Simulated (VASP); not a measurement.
Energy against volume of PbS (rock salt). These are rev-vdW-DF2, VASP's PBE PAW potentials (set 64) (plane waves; VASP) values and carry that method's errors.

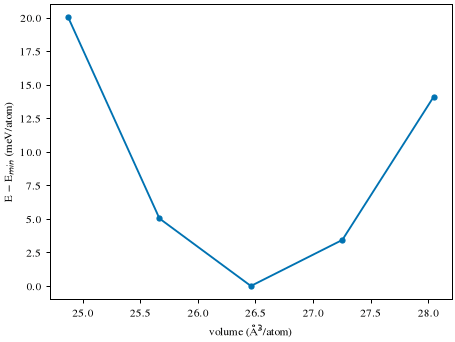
Fig. 1. Energy against volume

Question: Estimate the equilibrium volume and the bulk modulus.

Answer: The minimum lies near 26.5 Å³/atom, and the curvature gives B0 of about 56 GPa.

Measured: a 5.914 Å at 120 K (computed value off by +0.8 %), as given by Noda, Masumoto, Ohba, Saito, Toriumi, Iwata, Shibuya, Acta Cryst. C 43, 1443 (1987), by a structure database's card. The calculation is for a static lattice, while the measured a holds thermal and zero-point effects, which are part of the difference.

The compound is PbS in the rock salt structure. It was relaxed first.
